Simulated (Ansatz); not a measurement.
Ligand exchange: BH2F + LiSH → BH2(SH) + LiF

Species: BH2F `BF`, singlet; LiSH `[Li][SH]`, singlet; BH2(SH), singlet; LiF, singlet. The partners trade F for SH: B–F and Li–SH bonds give way to B–SH and Li–F.

Shapes, held fixed at every level: PBE0-D4/def2-TZVP. Programs: Ansatz 0.2.0. The zero-point and thermal change to 298 K, harmonic and unscaled (PBE0-D4/def2-TZVP), is +2.3 kJ/mol.

```tsv
level	kind	ΔH(298 K) (kJ/mol)	less CCSD(T)/def2-TZVPP
HF/def2-SVP	Hartree–Fock	+33.6	+30.1
SPW92/def2-TZVPP	LDA	-12.8	-16.3
PBE-D4/def2-TZVPP	GGA	-14.7	-18.2
r2SCAN-D4/def2-TZVPP	meta-GGA	-2.4	-5.9
B3LYP-D4/def2-TZVPP	global hybrid	-5.6	-9.1
PBE0-D4/def2-TZVPP	global hybrid	-4.5	-8.0
MP2/def2-TZVPP	perturbation theory	-0.9	-4.4
CCSD(T)/def2-TZVPP	coupled cluster or CI	+3.5	0.0
```

The highest level, CCSD(T)/def2-TZVPP, gives ΔH(298 K) = +3.5 kJ/mol; the levels span -14.7 to +33.6. That is about zero within the method's error. They disagree on the sign: 2 of 8 are positive. The column of differences is taken from that level and isn't an error. No measured value is set beside it here. Outer-core shells of Li are correlated, in sets that cover them unevenly.

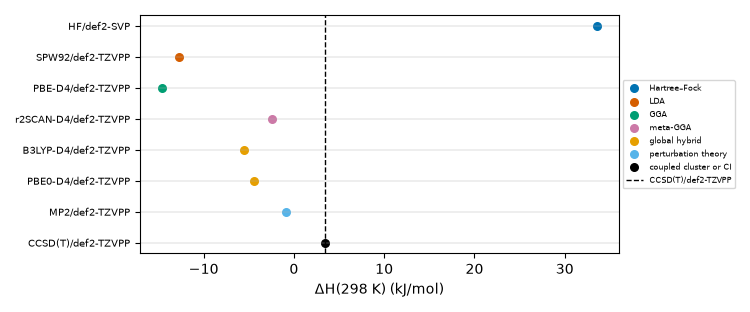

The values of the table, level by level.
